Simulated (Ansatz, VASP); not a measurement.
## ZrW: VASP beside Ansatz

Wanted: the spread between two codes on one cell, functional and k mesh. The cell is invented: As first built, before any earlier steps moved the atoms (in the runner's words): it takes the MoRu structure with all of its atoms replaced by other elements, volume scaled by an estimate. It may not be a known or stable phase. The cell is taken from a series of VASP runs on this material, whose earlier steps may have relaxed, scaled or displaced it; both programs get it as it stands. Valence electrons are named where the data sets of a main pair hold unlike numbers.

Calculated with Ansatz 0.2.0; plane waves, with VASP 6.6.1 beside it; band structure at LDA and band structure at LDA, spin-orbit coupling.

## Step 1: The structure

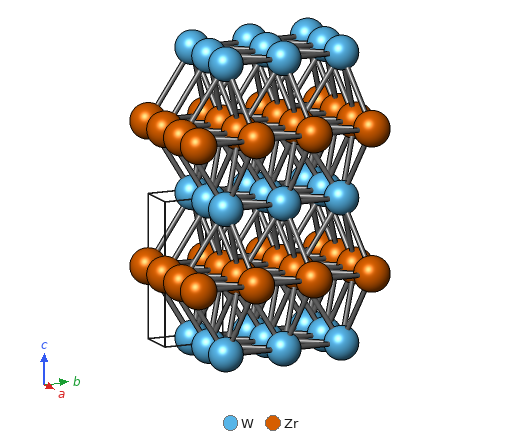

The starting structure, seen slightly off an axis (tungsten blue, zirconium orange). 3×3×2 cells are drawn. Some periodic images of atoms are drawn too.

As a file:

```cif
data_structure
_symmetry_space_group_name_H-M 'P-6m2'
_symmetry_Int_Tables_number 187
_cell_length_a 2.8043
_cell_length_b 2.8043
_cell_length_c 5.2379
_cell_angle_alpha 90.000
_cell_angle_beta 90.000
_cell_angle_gamma 120.000
_cell_volume 35.67
loop_
_atom_site_label
_atom_site_type_symbol
_atom_site_symmetry_multiplicity
_atom_site_Wyckoff_symbol
_atom_site_fract_x
_atom_site_fract_y
_atom_site_fract_z
_atom_site_occupancy
W1 W 1 a 0.00000 0.00000 0.00000 1
Zr1 Zr 1 f 0.66667 0.33333 0.50000 1
```

## Step 2: VASP: band structure, LDA

With cell and atoms fixed, the geometry can't cause a difference; cores, projectors, grids and the points listed under the comparison can.

Lines of VASP's logs that name or quote its potential files are left out, and so is its time.

INCAR reads:

```
SYSTEM = ZrW
PREC = Accurate
ENCUT = 400
EDIFF = 1E-06
NELM = 100
ISMEAR = -1
SIGMA = 0.05
LREAL = .FALSE.
ALGO = Normal
GGA = CA
NBANDS = 21
LORBIT = 11
LWAVE = .FALSE.
LCHARG = .FALSE.
```

POSCAR reads:

```
ZrW
1.0
    2.8043403618      0.0000000497      0.0000000000
   -1.4021705923      2.4286304127      0.0000000000
    0.0000000000      0.0000000000      5.2379057669
W Zr
1 1
Direct
    0.3333333300      0.6666666700      0.0000000000
    0.0000000000      0.0000000000      0.5000000000
```

KPOINTS reads:

```
Automatic mesh
0
Gamma
11 11 5
0 0 0
```

KPOINTS_OPT reads:

```
Line mode
16
Line-mode
Reciprocal
  0.00000000   0.00000000   0.00000000 GAMMA
  0.50000000   0.00000000   0.00000000 M

  0.50000000   0.00000000   0.00000000 M
  0.33333333   0.33333333   0.00000000 K

  0.33333333   0.33333333   0.00000000 K
  0.00000000   0.00000000   0.00000000 GAMMA

  0.00000000   0.00000000   0.00000000 GAMMA
  0.00000000   0.00000000   0.50000000 A

  0.00000000   0.00000000   0.50000000 A
  0.50000000   0.00000000   0.50000000 L

  0.50000000   0.00000000   0.50000000 L
  0.33333333   0.33333333   0.50000000 H

  0.33333333   0.33333333   0.50000000 H
  0.00000000   0.00000000   0.50000000 A

  0.50000000   0.00000000   0.50000000 L
  0.50000000   0.00000000   0.00000000 M

  0.33333333   0.33333333   0.00000000 K
  0.33333333   0.33333333   0.50000000 H
```

The projector-augmented-wave data sets are W and Zr_sv (LDA family, release 64).

On the command line:

```
> mpirun -np 1 vasp_std
```

Numbers of over 12 decimals in the logs are rounded to 6 here.

What it wrote:

```text
[banner, memory and clock lines left out]
running    1 mpi-ranks, on    1 nodes
 distrk:  each k-point on    1 cores,    1 groups
 distr:  one band on    1 cores,    1 groups

 POSCAR found type information on POSCAR W Zr
 POSCAR found :  2 types and       2 ions
 LDA part: xc-table for (Slater(with rela. corr.)+CA(PZ))
 , standard interpolation
 POSCAR, INCAR and KPOINTS ok, starting setup
 FFT: planning ... GRIDC
 FFT: planning ... GRID_SOFT
 FFT: planning ... GRID
 WAVECAR not read
 entering main loop
       N       E                     dE             d eps       ncg     rms          rms(c)
DAV:   1     0.972632430694E+02    0.97263E+02   -0.76937E+03  2032   0.675E+02
DAV:   2    -0.170160798516E+02   -0.11428E+03   -0.10885E+03  2342   0.221E+02
DAV:   3    -0.235390488893E+02   -0.65230E+01   -0.63061E+01  3174   0.393E+01
DAV:   4    -0.236586613510E+02   -0.11961E+00   -0.11940E+00  2297   0.476E+00
DAV:   5    -0.236602380710E+02   -0.15767E-02   -0.15765E-02  2589   0.489E-01    0.245E+01
DAV:   6    -0.230945799843E+02    0.56566E+00   -0.21627E+00  2613   0.678E+00    0.997E+00
DAV:   7    -0.230905697112E+02    0.40103E-02   -0.37524E+00  2349   0.777E+00    0.739E+00
DAV:   8    -0.225795548139E+02    0.51101E+00   -0.12054E+00  2433   0.440E+00    0.721E-01
DAV:   9    -0.225833869913E+02   -0.38322E-02   -0.51060E-02  2321   0.121E+00    0.343E-01
DAV:  10    -0.225831326721E+02    0.25432E-03   -0.80439E-04  2469   0.182E-01    0.187E-01
DAV:  11    -0.225829760358E+02    0.15664E-03   -0.40342E-04  2453   0.120E-01    0.824E-02
DAV:  12    -0.225829680341E+02    0.80016E-05   -0.17681E-05  2313   0.301E-02    0.289E-02
DAV:  13    -0.225829673704E+02    0.66369E-06   -0.78805E-07  1657   0.494E-03
   1 F= -.22582967E+02 E0= -.22571433E+02  d E =-.230689E-01
 Start KPOINTS_OPT (optional k-point list driver)
k-point batch [1-48\144]
       N       E                     dE             ncg
DAV:   1     0.617405228096E+03   -0.23220E+05     2016
DAV:   2    -0.500669821705E+04   -0.56241E+04     2316
DAV:   3    -0.533980727036E+04   -0.33311E+03     3198
DAV:   4    -0.534768378759E+04   -0.78765E+01     2276
DAV:   5    -0.534779980012E+04   -0.11601E+00     2530
DAV:   6    -0.534780235609E+04   -0.25560E-02     2349
DAV:   7    -0.534780240072E+04   -0.44635E-04     2342
DAV:   8    -0.534780240208E+04   -0.13554E-05     1697
DAV:   9    -0.534780240219E+04   -0.10812E-06     1521
[...]
k-point batch [97-144\144]
       N       E                     dE             ncg
DAV:   1     0.410518006628E+03   -0.31074E+05     2016
DAV:   2    -0.505625284425E+04   -0.54668E+04     2343
DAV:   3    -0.538268612007E+04   -0.32643E+03     3285
DAV:   4    -0.538670193172E+04   -0.40158E+01     2337
DAV:   5    -0.538675366024E+04   -0.51729E-01     2466
DAV:   6    -0.538675506812E+04   -0.14079E-02     2358
DAV:   7    -0.538675511993E+04   -0.51819E-04     2533
DAV:   8    -0.538675512204E+04   -0.21040E-05     1702
DAV:   9    -0.538675512214E+04   -0.98893E-07     1604
```

Parts of OUTCAR (step 2):

```text
ion  position               nearest neighbor table
   1  0.333  0.667  0.000-   2 3.08   2 3.08   2 3.08   2 3.08   2 3.08   2 3.08
   2  0.000  0.000  0.500-   1 3.08   1 3.08   1 3.08   1 3.08   1 3.08   1 3.08

  LATTYP: Found a hexagonal cell.
 ALAT       =     2.8043403618
 C/A-ratio  =     1.8677853224

 Subroutine GETGRP returns: Found 12 space group operations
 (whereof 12 operations were pure point group operations)

The static configuration has the point symmetry D_3h.

 Found     48 irreducible k-points:

   k-points           NKPTS =     48   k-points in BZ     NKDIM =     48   number of bands    NBANDS=     21

   dimension x,y,z NGX =    18 NGY =   18 NGZ =   36
   dimension x,y,z NGXF=    36 NGYF=   36 NGZF=   72

   ENCUT  =  400.0 eV  29.40 Ry    5.42 a.u.   4.57  4.57  8.54*2*pi/ulx,y,z

   NELECT =      18.0000    total number of electrons

 k-points in reciprocal lattice and weights: Automatic mesh
   0.00000000  0.00000000  0.00000000       0.002
   0.09090909  0.00000000  0.00000000       0.010
   0.18181818  0.00000000  0.00000000       0.010
   0.27272727 -0.00000000  0.00000000       0.010
   0.36363636  0.00000000  0.00000000       0.010
   0.45454545 -0.00000000  0.00000000       0.010
   0.09090909  0.09090909  0.00000000       0.010
   0.18181818  0.09090909  0.00000000       0.020
   0.27272727  0.09090909  0.00000000       0.020
[...]
0.27272727  0.27272727  0.40000000       0.020
   0.36363636  0.27272727  0.40000000       0.020

 average (electrostatic) potential at core
       1 -36.5709       2 -73.3564

 E-fermi :   9.1039

 k-point     1 :       0.0000    0.0000    0.0000
  band No.  band energies     occupation
    ...
      5       1.4526      2.00000
      6       4.8862      2.00000
      7       7.9398      2.00000
      8       8.9232      1.94751
      9       8.9232      1.94750
     10       9.4162      0.00387
     11      10.6409      0.00000
     12      10.6409      0.00000
     13      11.7060      0.00000
     14      11.7060      0.00000
    ...

 k-point     2 :       0.0909    0.0000    0.0000
  band No.  band energies     occupation
    ...
      5       1.7874      2.00000
      6       5.2237      2.00000
      7       8.0667      2.00000
      8       8.7235      1.99901
      9       8.8696      1.98170
     10       9.2330      0.14051
     11      10.2741      0.00000
     12      10.9864      0.00000
     13      11.4368      0.00000
     14      11.5107      0.00000
    ...

 k-point     3 :       0.1818    0.0000    0.0000
  band No.  band energies     occupation
    ...
      5       2.6924      2.00000
      6       5.9585      2.00000
      7       7.7891      2.00000
      8       7.8581      2.00000
      9       8.6962      1.99943
     10      10.0094      0.00000
     11      10.1314      0.00000
     12      10.5861      0.00000
     13      11.0472      0.00000
     14      11.9884      0.00000
    ...

  Total       -0.0038204     -0.0038204      0.0047181      0.0000000     -0.0000000     -0.0000000
  in kB       -0.1715799     -0.1715799      0.2118982      0.0000000     -0.0000000     -0.0000000
  external PRESSURE =      -0.0437539 kB  Pullay stress =       0.0000000 kB

  energy-cutoff  :      400.00
  volume of cell :       35.67
      direct lattice vectors                 reciprocal lattice vectors
     2.804340362  0.000000050  0.000000000     0.356590093  0.205877411  0.000000000
    -1.402170592  2.428630413  0.000000000    -0.000000007  0.411754701  0.000000000
     0.000000000  0.000000000  5.237905767     0.000000000  0.000000000  0.190915997

 POSITION                                       TOTAL-FORCE (eV/Angst)
 -----------------------------------------------------------------------------------
     -0.00000      1.61909      0.00000         0.000000      0.000000      0.000000
      0.00000      0.00000      2.61895        -0.000000     -0.000000      0.000000
 -----------------------------------------------------------------------------------
    total drift:                                0.000000     -0.000000      0.000000

  FREE ENERGIE OF THE ION-ELECTRON SYSTEM (eV)
  ---------------------------------------------------
  free  energy   TOTEN  =       -22.5829673704 eV

  energy  without entropy=      -22.5598984684  energy(sigma->0) =      -22.57143292

 total charge
# of ion       s       p       d       tot
------------------------------------------
    1        0.689   0.552   4.093   5.334
    2        2.255   5.964   1.997  10.216
--------------------------------------------------
tot          2.944   6.516   6.090  15.550

[... 3 further parts left out ...]
```

The data set W keeps the semicore shell frozen, which is cheaper and a little less accurate.

## Step 3: Ansatz: band structure, LDA

Ansatz runs on its default PAW (the set named soft_2) files.

The same cell, functional (in two slightly different forms), mesh and smearing now go to Ansatz, which takes its cutoff from its data sets.

input.yaml reads:

```yaml
crystal:
  lattice:
    - [2.8043403618, 4.97e-08, 0.0]
    - [-1.4021705923, 2.4286304127, 0.0]
    - [0.0, 0.0, 5.2379057669]
  atoms:
    - { symbol: W, position: [0.33333333, 0.66666667, 0.0] }
    - { symbol: Zr, position: [0.0, 0.0, 0.5] }
hamiltonian:
  xc: lda
  pseudopotentials: { kind: paw }
kpoints:
  mp_grid: { grid: [11, 11, 5] }
  band_path:
    path:
      - [0.0, 0.0, 0.0]
      - [0.13333, 0.0, 0.0]
      - [0.3, 0.0, 0.0]
      - [0.46667, 0.0, 0.0]
      - [0.46667, 0.06667, 0.0]
      - [0.41111, 0.17778, 0.0]
      - [0.35556, 0.28889, 0.0]
      - [0.28889, 0.28889, 0.0]
      - [0.17778, 0.17778, 0.0]
      - [0.06667, 0.06667, 0.0]
      - [0.0, 0.0, 0.03333]
      - [0.0, 0.0, 0.2]
      - [0.0, 0.0, 0.36667]
      - [0.0, 0.0, 0.5]
      - [0.16667, 0.0, 0.5]
      - [0.3, 0.0, 0.5]
      - [0.46667, 0.0, 0.5]
      - [0.46667, 0.06667, 0.5]
      - [0.41111, 0.17778, 0.5]
      - [0.35556, 0.28889, 0.5]
      - [0.28889, 0.28889, 0.5]
      - [0.17778, 0.17778, 0.5]
      - [0.06667, 0.06667, 0.5]
      - [0.5, 0.0, 0.46667]
      - [0.5, 0.0, 0.3]
      - [0.5, 0.0, 0.13333]
      - [0.33333, 0.33333, 0.0]
      - [0.33333, 0.33333, 0.16667]
      - [0.33333, 0.33333, 0.33333]
      - [0.33333, 0.33333, 0.5]
    npoints: 1
scf:
  occupations: { method: fermi_dirac, width: 0.05 }
  n_extra_bands: 7
output:
  forces: true
  stress: true
  eigenvalues: true
```

On the command line:

```
> ansatz run input.yaml --threads 2 --pin off --max-ram 4608MiB --backend cpu --events-out ev --progress --plain --runs-dir out
```

What it wrote:

```text
Warning: the atoms were moved onto the symmetric positions of the space group found under crystal.symmetry.tolerance 1.0e-5 (fractional; no operation is sought that the atoms, as they stand in a round, miss by more than twice it, and no atom is moved by as much as it), and the run uses the moved positions. Before a round's move an operation carried an atom to 1.40e-8 Å from where it should land, the largest such dist [...]
scf.n_extra_bands = 7 over 13 filled bands (N_el = 26.0): the run solves 20 bands
Engine: ansatz 0.2.0, aarch64-unknown-linux-gnu
Pseudopotentials: kind: paw
Pseudopotential: W, paw, valence charge 14, recommended cutoff 420 eV (normal), W.paw.azcp
Pseudopotential: Zr, paw, valence charge 12, recommended cutoff 420 eV (normal), Zr.paw.azcp
Functional definition: SPW92
  exchange = slater_x
  correlation = pw_c
Crystal: 2 atoms, lattice volume = 35.674 Å³
Basis set: ecut = 420 eV, 701 PW (Γ)
Bands: 20, of which v1, the nominal top of the filled ones, is band 13 counted from 1 (12 counted from 0)
Symmetry: 12 space group operations
Space group: P-6m2 (ITA 187), of the structure as read, at distance tolerance 3.3e-5 Å
k-points: 48 of 605 (time reversal used)
Non-local potential: W, projectors of the file, l = 0: 3, l = 1: 2, l = 2: 2, l = 3: 1
Non-local potential: Zr, projectors of the file, l = 0: 3, l = 1: 2, l = 2: 2, l = 3: 2
PAW form: soft (Blöchl's): semilocal exchange-correlation on the pseudo side does not see the compensation charge
PAW frozen core: W, regenerated for the run's functional, and the local potential with it (the file was generated under x = pbe(κ = 0.804, μ = 0.219515), c = pbe(β = 0.066725))
PAW frozen core: Zr, regenerated for the run's functional, and the local potential with it (the file was generated under x = pbe(κ = 0.804, μ = 0.219515), c = pbe(β = 0.066725))
PAW one-centre angular grid: W, 590 points (default); XC on 64 Gauss nodes
PAW one-centre angular grid: Zr, 590 points (default); XC on 64 Gauss nodes
Initial density: superposition of atomic densities (neutral atoms: chi_scale 0, normalization atom), corrected by the library's trained network
Initial wavefunctions: pseudopotential atomic-orbital guess
Functional: x = slater, c = lda
SCF iter   1: F=—  HF=-14206.451802 eV  |F-HF|=—  |Δ(HF+E_count)|=         —  Δρ=1.50e-2  dr2=2.89e-1  ethr=1.77e-3  ⟨swp⟩=5.4  Hψ=4089  notcnv=0  defer=11
preconditioner: auto → Kerker (q_TF=auto, 2.588 Å⁻¹)  [metal: Δε(μ)=0.014 eV  Ē_g=6.320 eV  σ=0.050 eV  W_gap=0.07  n_scr=10 (ndim 8)  ℏωp=19.7 eV  f_vac=0.000  D(μ)=3.03/eV (n_scr^D=36)]
SCF iter   2: F=—  HF=-14206.433011 eV  |F-HF|=—  |Δ(HF+E_count)|=   1.88e-2  Δρ=8.36e-3  dr2=8.48e-2  ethr=1.11e-3  ⟨swp⟩=1.0  Hψ=1344  notcnv=0  defer=18
SCF iter   3: F=—  HF=-14206.424879 eV  |F-HF|=—  |Δ(HF+E_count)|=   8.13e-3  Δρ=9.90e-4  dr2=3.56e-4  ethr=3.26e-4  ⟨swp⟩=1.8  Hψ=996  notcnv=0  defer=31
SCF iter   4: F=—  HF=-14206.424817 eV  |F-HF|=—  |Δ(HF+E_count)|=   6.12e-5  Δρ=2.01e-4  dr2=1.46e-5  ethr=1.37e-6  ⟨swp⟩=2.0  Hψ=1124  notcnv=0  defer=31
SCF iter   5: F=—  HF=-14206.424813 eV  |F-HF|=—  |Δ(HF+E_count)|=   4.27e-6  Δρ=3.22e-5  dr2=3.72e-7  ethr=5.61e-8  ⟨swp⟩=1.4  Hψ=948  notcnv=0  defer=34
SCF iter   6: F=-14206.424813 eV  HF=-14206.424813 eV  |F-HF|=4.58e-9  |Δ(HF+E_count)|=   2.57e-8  Δρ=6.01e-6  dr2=1.20e-8  ethr=3.85e-10  ⟨swp⟩=8.6  Hψ=3890  notcnv=0
SCF 1 converged in 6 iterations: F = -14206.424813 eV  dr2 = 1.20e-8
  greatest PAW one-centre occupation: 1.000 electrons in one spin orbital (limit 2), on the W atom at site 0 (counted from 0), in its partial waves of l = 0
NSCF: frozen V_eff on 30 k-points
SCF converged after 6 iterations
Free energy (F): -14206.424813 eV
Harris-Foulkes:  -14206.424813 eV  (|F-HF|=4.58e-9)
Internal energy: -14206.401800 eV  (E = F + TS)
E sigma→0 (E₀):  -14206.413306 eV
Entropy (-TS):   -0.023013 eV (-11.507 meV/atom)
Fermi energy:    18.771549 eV
--- Per-component energies (eV) ---
  E_band       = -163.219541
  E_kinetic    = 788.520711
  E_local      = -1233.101190  (includes V_loc(G=0)·N_el)
  E_nonlocal   = 93.269700
  E_hartree    = 416.899785
  E_xc         = -426.621095
  E_vxc        = -431.087538  (∫ρ·V_xc dr)
  E_paw        = -11159.573746  (= ΣΔE_a)
  E_vpaw       = -214.620739  (= ΣTr[D̂ρ^β])
  E_aug_tail   = -0.000041  (compensation charges beyond the density's cutoff)
  E_ewald      = -2686.449477
  E_core_change = 0.653554  (= ΣΔE_core)
  E_smearing   = -0.023013  (= −TS)
  E_closure    = 0.000000  (closes the sum)
  Σ components = -14206.424813   (vs F -14206.424813, Δ=0.00e0)
--- Forces (eV/Å), atoms counted from 1 ---
  atom   1  W      0.00000000    -0.00000000    -0.00000000
  atom   2  Zr    -0.00000000     0.00000000     0.00000000
  max |Σ_I F_I| component: 5.78e-17 eV/Å
--- Stress (GPa, compression-positive) ---
        0.688584      -0.000000      -0.000000
        0.000000       0.688584      -0.000000
       -0.000000      -0.000000       0.470249
  P = ⅓ Tr σ = 0.6158 GPa (6.158 kbar)
--- Band table (eV; the first three rows and the last of 48) ---
  k-point 0: bands = [... 9 lower, 14.5427, 17.6119, 18.5970, 18.5970, 19.0659, 20.3148, 20.3148, 21.3975, ... 3 higher]
  k-point 1: bands = [... 9 lower, 14.5551, 17.4712, 18.4615, 18.5764, 18.5764, 20.1560, 20.1560, 21.6719, ... 3 higher]
  k-point 2: bands = [... 9 lower, 14.5205, 17.0760, 17.7216, 18.5476, 18.5476, 19.9621, 19.9621, 22.0889, ... 3 higher]
  k-point 47: bands = [... 9 lower, 16.1639, 16.7583, 17.0245, 17.7552, 18.9351, 20.2237, 20.7858, 23.2010, ... 3 higher]
```

Elapsed: 4.3 s, on 2 threads of Arm Neoverse N1, shared host; peak memory 0.33 GiB.

## Step 4: Differences

Known differences besides the potentials themselves: the two LDA forms differ slightly; the data sets hold 26 valence electrons in Ansatz (on its default PAW (the set named soft_2) files) and 18 in VASP; the cutoff is 420 eV in Ansatz and 400 eV in VASP; VASP's log shows a relativistic correction to its local exchange, Ansatz's none. Total energies have different zeros and are not compared.

Compared:

```
      quantity  Ansatz  VASP  difference
pressure (GPa)    0.62  0.00       +0.62
```

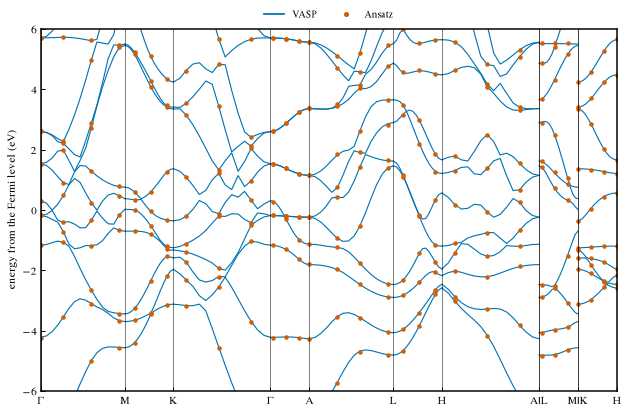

Bands from VASP (lines) and levels from Ansatz (dots). Dots without a line are higher empty bands that the VASP plot leaves out.

Levels from 3 eV below to 2 eV above the Fermi level differ by 7 meV r.m.s. and 20 meV at most; each VASP level is matched to the nearest of Ansatz, which flatters the figure a little.

## Step 5: Ansatz: band structure, LDA, spin-orbit coupling

A single point gives forces, pressure and levels at one fixed geometry, so differences don't come from the geometry; what else differs is listed under the comparison.

The cell is taken from a series of VASP runs on this material, whose earlier steps may have relaxed, scaled or displaced it; both programs get it as it stands.

input.yaml, as its differences from that of step 3:

```diff
@@ -10,5 +10,8 @@
   xc: lda
-  pseudopotentials: { kind: paw }
+  pseudopotentials: { kind: paw_fr }
+magnetization:
+  noncollinear: true
+  spin_orbit: true
 kpoints:
-  mp_grid: { grid: [11, 11, 5] }
+  mp_grid: { grid: [9, 9, 4] }
   band_path:
@@ -48,3 +51,3 @@
   occupations: { method: fermi_dirac, width: 0.05 }
-  n_extra_bands: 7
+  n_extra_bands: 14
 output:
```

What it wrote:

```text
[...]
non-collinear run that drives no moment, with spin-orbit: no starting moment large enough to seed its density (crystal.atoms[].spin), no starting occupations that ask for one, no magnetisation constraint and no magnetic field, so the semilocal B_xc is pinned to zero
Crystal: 2 atoms, lattice volume = 35.674 Å³
[...]
k-point 1: bands = [... 22 lower, 18.1947, 18.1947, 18.2659, 18.2918, 18.9226, 18.9226, 20.0065, 20.0529, ... 10 higher]
  k-point 2: bands = [... 22 lower, 17.6119, 17.6119, 18.2548, 18.2548, 18.8988, 18.8988, 19.8882, 19.8882, ... 10 higher]
  k-point 35: bands = [... 22 lower, 16.8080, 16.8607, 17.4498, 17.7085, 19.2240, 19.3483, 19.8707, 20.0947, ... 10 higher]
[key lines of the parts left out:]
SCF converged after 9 iterations
Magnetization: |M| = 0.0000 μB,  M = (+0.0000, +0.0000, +0.0000) μB
Free energy (F): -14230.947136 eV
Fermi energy:    18.701320 eV
P = ⅓ Tr σ = 1.4037 GPa (14.037 kbar)
```

Elapsed: 18 s, on 2 threads; peak memory 0.49 GiB.

(Part 1 of 2 ends here.)

[Lines on the potential files, build, host, timing and source positions are cut from VASP's logs without a mark.]

[Logs are printed without paths, hosts, clocks, repeated set-up lines and the standing remarks that a program may print on its own settings, such as how far it seeks lower states.]

[Hosts, paths, dates, database ids (printed as entryN), source tags and the programs' standing remarks are cut or masked in the printed files.]
